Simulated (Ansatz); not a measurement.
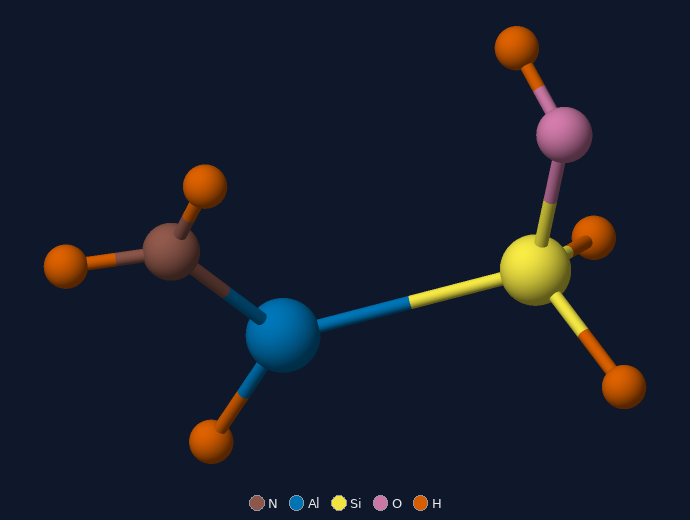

Sticks follow a distance rule. Harmonic vibrations computed with RKS PBE0-D4/def2-TZVP (Ansatz 0.2.0) at a stationary point of the same level.

> Minimum or transition state?

A minimum: no imaginary frequency, and the lowest mode lies at 59 cm⁻¹.

> List the wavenumbers.

24 modes: 59, 76, 176, 238, 292, 367, 449, 463, 534, 548, 717, 731, 808, 824, 867, 903, 940, 1568, 1910, 2156, 2203, 3600, 3691, 3926 cm⁻¹.
